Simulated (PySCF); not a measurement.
# M06-2X/STO-3G run of H2O2 (hydrogen peroxide)

Aim: the vertical singlet–triplet gap of H2O2 (hydrogen peroxide) at M06-2X/STO-3G, from 2 runs. The job is set up through a Python script.

The calculation is run with PySCF 2.14.0.

8 further runs of the same task are left out: 8 set aside as unsound or not needed.

## Step 1: The system as given

H2O2 has 4 atoms, charge 0, and is taken as a singlet. SMILES: `OO`. The shape is that of a PBE0-D4/def2-TZVP optimisation.

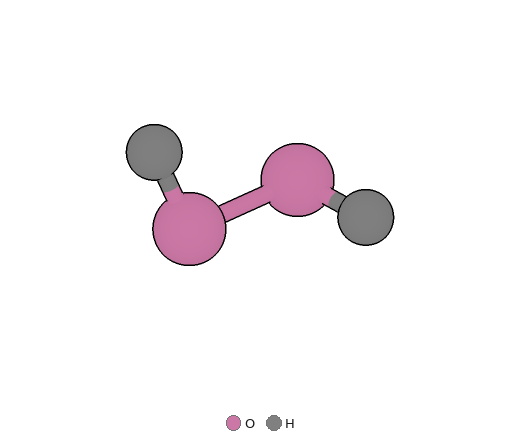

The structure, seen from a chosen angle (oxygen pink, hydrogen grey).

## Step 2: The energy at M06-2X/STO-3G

The input, run.py:

```python
from pyscf import gto, dft

mol = gto.M(
    atom=[
    ('O', (-0.486800, -0.581100, 0.030600)),
    ('O', (0.048300, 0.728400, 0.206900)),
    ('H', (0.186400, -1.117000, 0.467400)),
    ('H', (0.252100, 0.969800, -0.704900)),
],
    basis='sto-3g',
    max_memory=1860,
    verbose=3,
)

mf = dft.RKS(mol)
mf.xc = 'm06-2x'
mf.grids.level = 5
mf.conv_tol = 1e-10
mf.kernel()
if not mf.converged:
    mf = mf.newton().run(mf.mo_coeff, mf.mo_occ)

e_tot = mf.e_tot
print('Final energy', e_tot)
```

Command:

```console
OMP_NUM_THREADS=1 python run.py
```

The program printed:

```text
converged SCF energy = -149.4427905837
Final energy -149.44279058370043
```

Run time: 1.8 s. Hardware: 1 thread of Arm Neoverse V2, shared host; peak memory 0.17 GiB.

## Step 3: The triplet at the same level

The input, input.xyz:

```xyz
4

O     -0.486800    -0.581100     0.030600
O      0.048300     0.728400     0.206900
H      0.186400    -1.117000     0.467400
H      0.252100     0.969800    -0.704900
```

The input, input.py:

```python
from pyscf import gto, dft

mol = gto.Mole()
mol.atom = 'input.xyz'
mol.basis = 'sto-3g'
mol.spin = 2
mol.max_memory = 1860
mol.verbose = 3
mol.build()

mf = dft.UKS(mol, xc='m06-2x')
mf.grids.level = 5
mf.conv_tol = 1e-10
mf.kernel()
if not mf.converged:
    mf = mf.newton().run(mf.mo_coeff, mf.mo_occ)

e_final = mf.e_tot
print('E(%s) = %.9f' % ('M06-2X', e_final))
```

Command:

```console
OMP_NUM_THREADS=1 python input.py
```

The program printed:

```text
WARN: HOMO 0.0522340937215927 >= LUMO -0.293839972239098

converged SCF energy = -149.207529687714  <S^2> = 2.0024147  2S+1 = 3.0016094
E(M06-2X) = -149.207529688
```

Wall time 3.6 s (1 thread of Arm Neoverse V2, shared host); peak memory 0.19 GiB.

## Step 4: Results

At M06-2X/STO-3G:

| quantity | value |
| --- | --- |
| singlet: total energy | -149.44279 Eh |
| singlet: dipole moment | 1.54 D |
| singlet: HOMO energy | -5.94 eV |
| singlet: LUMO energy | 8.26 eV |
| singlet: HOMO–LUMO gap | 14.20 eV |
| triplet: total energy | -149.20753 Eh |
| triplet: dipole moment | 1.14 D |
| triplet: HOMO energy (highest over α and β) | 0.62 eV |
| triplet: LUMO energy (lowest over α and β) | 2.26 eV |
| triplet: ⟨S²⟩ | 2.002 |
| vertical energy of the triplet above the singlet | 6.402 eV |

In words: At this shape the triplet lies 6.40 eV (618 kJ/mol) above the singlet. In a minimal basis such a difference can be off by several eV, whatever the method.
